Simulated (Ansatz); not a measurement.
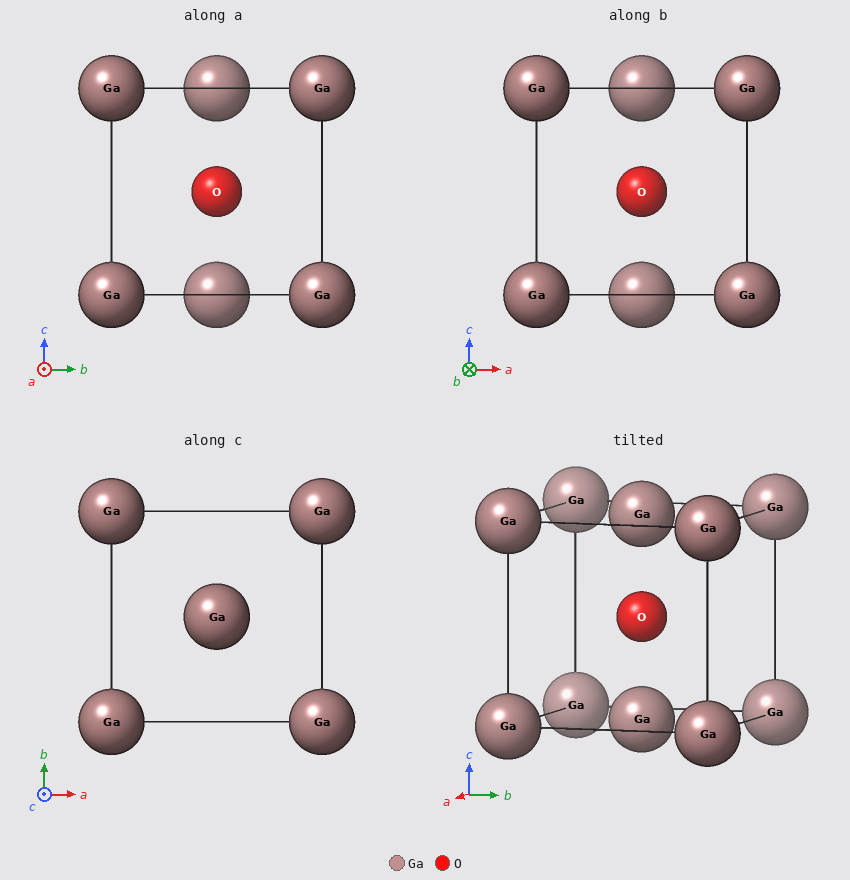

The figure gives a spheres-only picture of the atoms, viewed along the a axis, along the b axis, along the c axis and slightly off an axis. The parallelepiped is the conventional unit cell.

Lattice parameters: a = 3.8531 Å, b = 3.8531 Å, c = 3.7802 Å, α = 90.000°, β = 90.000°, γ = 90.000°.

**Write down what is shown as a CIF with its space group and independent sites.**

```cif
data_structure
_symmetry_space_group_name_H-M 'P 4/m m m'
_symmetry_Int_Tables_number 123
_cell_length_a 3.8531
_cell_length_b 3.8531
_cell_length_c 3.7802
_cell_angle_alpha 90.000
_cell_angle_beta 90.000
_cell_angle_gamma 90.000
_cell_volume 56.12
loop_
_atom_site_label
_atom_site_type_symbol
_atom_site_symmetry_multiplicity
_atom_site_Wyckoff_symbol
_atom_site_fract_x
_atom_site_fract_y
_atom_site_fract_z
_atom_site_occupancy
Ga1 Ga 1 a 0.0000 0.0000 0.0000 1
Ga2 Ga 1 c 0.5000 0.5000 0.0000 1
O1 O 1 d 0.5000 0.5000 0.5000 1
```

It goes back to a random cell made by a generator, so it need not be a real form of the compound. The final geometry of a relaxation with Ansatz, DFT PBE, scalar-relativistic, plane waves, PAW is shown.
